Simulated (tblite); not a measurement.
# H44Sn30: the cost of one run

Programs: tblite 0.8.0 and PySCF 2.14.0, with routines of our own; each step states its level. All values are computed. Atoms count from 0.

## (1) The system as given

74 atoms, charge 0, multiplicity 1; geometry from: force field, distance geometry or constructed start.

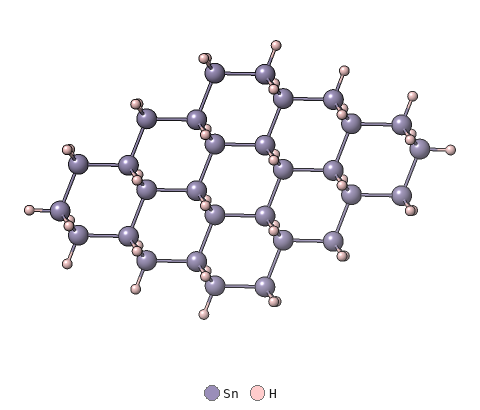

The starting geometry (tin purple, hydrogen pink); sticks join atoms by distance alone.

## (2) Geometry optimisation with GFN1-xTB

Job settings and geometry (Å):

```
{"job": {"kind": "relax", "xc": "GFN1-xTB", "basis": "xTB"}, "charge": 0, "multiplicity": 1}
Sn    -2.291300     1.323900    -0.451600
Sn    -4.595600     2.654000     0.443100
Sn    -6.883400     1.323400    -0.449000
Sn    -6.889300    -1.321300     0.443800
Sn    -4.593400    -2.652600    -0.446600
Sn    -2.299500    -1.326200     0.447400
Sn     4.592500     5.304500    -0.453300
Sn     2.299600     6.631200     0.451500
Sn     0.002700     5.300700    -0.450400
Sn    -0.002800     2.650600     0.451600
Sn     2.294100     1.324500    -0.452100
Sn     4.589900     2.649400     0.450000
Sn     6.885200     1.326400    -0.445000
Sn     2.298400    -1.326300     0.447300
Sn     4.590200    -2.646300    -0.449800
Sn     6.886700    -1.325100     0.456300
Sn    -9.184400    -2.649500    -0.449100
Sn    -9.185900    -5.306200     0.449000
Sn    -6.889200    -6.626700    -0.447500
Sn    -4.589600    -5.301900     0.452700
Sn    -0.002300    -2.647600    -0.448500
Sn    -0.000900    -5.301300     0.449800
Sn     2.299600    -6.623900    -0.443400
Sn     4.588200    -5.307100     0.448500
Sn    -2.295700     6.631100     0.450900
Sn    -4.598500     5.301900    -0.447500
Sn     9.185500     5.305100    -0.450700
Sn     6.888000     6.629100     0.451200
Sn     9.185400     2.651800     0.448000
Sn    -2.295100    -6.628100    -0.446600
H     -2.292600     1.326300    -2.171100
H     -4.594300     2.652700     2.170200
H     -6.889600     1.325800    -2.171900
H     -8.291900     2.135900     0.123400
H     -6.887400    -1.323900     2.166700
H     -4.591900    -2.649200    -2.172900
H     -2.297000    -1.325600     2.165900
H      4.593300     5.305300    -2.172600
H      2.297300     6.624600     2.169900
H      2.291400     8.254800    -0.118500
H     -0.000100     5.300500    -2.166200
H      0.005900     2.645800     2.173700
H      2.301100     1.326700    -2.173600
H      4.595000     2.650900     2.168200
H      6.884900     1.327400    -2.167600
H      2.294300    -1.324100     2.166600
H      4.594800    -2.651300    -2.170600
H      6.888300    -1.323100     2.172300
H      8.295600    -2.136800    -0.119500
H     -9.182900    -2.650700    -2.168000
H    -10.591100    -1.847300     0.122800
H     -9.178200    -5.301500     2.169700
H    -10.590600    -6.114700    -0.119600
H     -6.892000    -6.630100    -2.173000
H     -6.887900    -8.252300     0.121200
H     -4.592900    -5.299800     2.170600
H      0.006600    -2.657100    -2.171900
H      0.002700    -5.295200     2.169300
H      2.296300    -6.629200    -2.166000
H      2.295300    -8.249400     0.118700
H      4.588600    -5.301900     2.171500
H      6.001800    -6.114600    -0.121600
H     -2.294500     6.629200     2.170800
H     -2.296400     8.254900    -0.118600
H     -4.586700     5.306100    -2.168000
H     -6.002800     6.116100     0.121000
H      9.187200     5.305900    -2.171200
H     10.592700     6.112600     0.125600
H      6.884600     6.623200     2.165000
H      6.885900     8.248000    -0.113800
H      9.183800     2.647400     2.173300
H     10.588400     1.836300    -0.117100
H     -2.294300    -6.629800    -2.165800
H     -2.295800    -8.246500     0.121200
```

The run is started by

```bash
> OMP_NUM_THREADS=4 python large_run.py task.json out
```

One launch serves the whole session: the jobs run in the order shown.

**Question.** How long does this first job take on 4 threads of Intel Xeon Platinum 8259CL at 2.50GHz, shared host, and how much memory does it need?

About 3.1 min, with a peak of 0.14 GiB.
